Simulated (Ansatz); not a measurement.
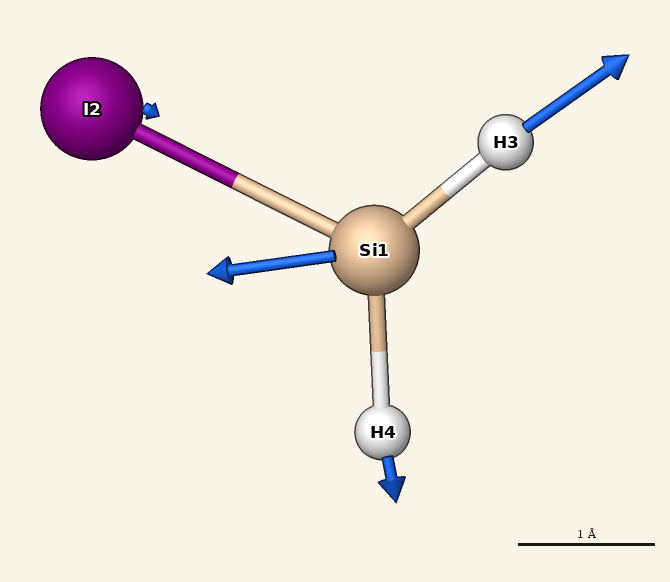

Arrows show the forces on the atoms, 0.2 Å of arrow for 1 eV/Å; forces under a tenth of the largest aren't drawn. The species has charge +1 and is a spin singlet. Level of theory: r2SCAN-D4/def2-TZVPP (Ansatz 0.2.0).

Question: Along which bond is the force strongest?

Answer: Si1–H3, now 1.297 Å: the forces push its atoms apart, so a first step downhill lengthens it.

List the force components in the frame of the picture (x right, y up, z towards the viewer), in eV/Å.

```json
{"atom": "Si1", "Fx": "−4.76", "Fy": "−0.67", "Fz": "−1.23"}
{"atom": "I2", "Fx": "0.58", "Fy": "−0.33", "Fz": "0.16"}
{"atom": "H3", "Fx": "3.85", "Fy": "2.73", "Fz": "1.32"}
{"atom": "H4", "Fx": "0.34", "Fy": "−1.73", "Fz": "−0.26"}
```
